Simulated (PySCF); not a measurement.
**SiH2SF (SMILES F[SiH]S): UCISD/STO-3G**

Aim: the vertical doublet–quartet gap of SiH2SF at UCISD/STO-3G, from 2 runs. Input form: a Python script.

Program for the calculation: PySCF 2.14.0.

5 further runs of the same task are left out: 1 that didn't finish, 4 set aside as unsound or not needed.

## Step 1: The system as given

SiH2SF has 5 atoms, charge 0, and is taken as a doublet. SMILES: `F[SiH]S`. The coordinates come from a PBE0-D4/def2-TZVP relaxation. This is one conformer, not always the lowest.

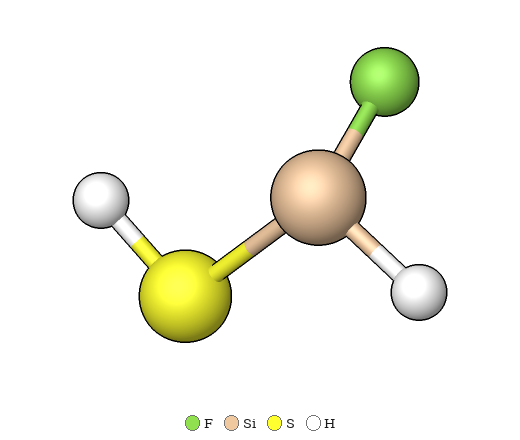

The structure, seen from a chosen angle (fluorine green, silicon light orange, sulfur yellow, hydrogen white).

## Step 2: A single-point energy at UCISD/STO-3G

Contents of job.py:

```python
# F[SiH]S
from pyscf import gto, scf, ci

mol = gto.M(
    atom=[
    ('F', (-1.242300, -0.527200, 1.134200)),
    ('Si', (-0.629400, -0.168000, -0.303300)),
    ('S', (1.400700, 0.438500, -0.191800)),
    ('H', (-0.621800, -1.416500, -1.115500)),
    ('H', (1.142700, 1.599500, 0.435000)),
],
    verbose=3,
    max_memory=1860,
    basis='sto-3g',
    spin=1,
)

myscf = scf.UHF(mol)
myscf.conv_tol = 1e-10
myscf.kernel()
if not myscf.converged:
    myscf = myscf.newton().run(myscf.mo_coeff, myscf.mo_occ)

cisd = ci.CISD(myscf, frozen=11)
cisd.kernel()
energy = cisd.e_tot
print('E = %.10f Eh' % energy)
```

The run is started by

```bash
$ OMP_NUM_THREADS=1 python job.py
```

What it wrote:

```text
converged SCF energy = -777.961251345805  <S^2> = 0.75374597  2S+1 = 2.0037425
E(UCISD) = -778.048730474221  E_corr = -0.08747912841566929
E = -778.0487304742 Eh
```

Run time: 0.91 s. Hardware: 1 thread of Arm Neoverse V1, shared host; peak memory 0.1 GiB.

## Step 3: The quartet, same level

Contents of calc.py:

```python
from pyscf import gto, scf, ci

mol = gto.M(
    atom='''
F     -1.242300    -0.527200     1.134200
Si    -0.629400    -0.168000    -0.303300
S      1.400700     0.438500    -0.191800
H     -0.621800    -1.416500    -1.115500
H      1.142700     1.599500     0.435000
''',
    spin=3,
    basis='sto-3g',
    max_memory=1860,
    verbose=3,
    charge=0,
)

hf = scf.UHF(mol)
hf.conv_tol = 1e-10
hf.kernel()
if not hf.converged:
    hf = hf.newton().run(hf.mo_coeff, hf.mo_occ)

cisd = ci.CISD(hf, frozen=11)
cisd.kernel()
e_tot = cisd.e_tot
print('E = %.10f Eh' % e_tot)
```

The run is started by

```bash
$ OMP_NUM_THREADS=1 python calc.py
```

What it wrote:

```text
WARN: HOMO 0.255924835813228 >= LUMO -0.31151502121698

WARN: HOMO 0.119406578763791 >= LUMO 0.0803461198980356

converged SCF energy = -777.6613609086  <S^2> = 3.7601297  2S+1 = 4.0050616
E(UCISD) = -777.7333864039214  E_corr = -0.07202549532154429
E = -777.7333864039 Eh
```

Wall time 0.97 s (1 thread of Arm Neoverse V1, shared host); peak memory 0.1 GiB.

## Step 4: Results

At UCISD/STO-3G, 11 core orbitals frozen:

| quantity | value |
| --- | --- |
| doublet: total energy | -778.04873 Eh |
| doublet: dipole moment (Hartree–Fock density) | 1.60 D |
| doublet: HOMO energy (Hartree–Fock orbitals) (highest over α and β) | -6.00 eV |
| doublet: LUMO energy (Hartree–Fock orbitals) (lowest over α and β) | 5.44 eV |
| doublet: correlation energy (11 core orbitals frozen) | -87.5 mEh |
| doublet: ⟨S²⟩ of the reference determinant | 0.754 |
| quartet: total energy | -777.73339 Eh |
| quartet: dipole moment (Hartree–Fock density) | 3.93 D |
| quartet: correlation energy (11 core orbitals frozen) | -72.0 mEh |
| quartet: ⟨S²⟩ of the reference determinant | 3.760 |
| vertical energy of the quartet above the doublet | 8.581 eV |

In words: At this shape the quartet lies 8.58 eV (198 kcal/mol) above the doublet. In a minimal basis such a difference can be off by several eV, whatever the method. Mulliken charges (doublet) of the mean-field density run from -0.32 on F1 to +0.63 on Si2.
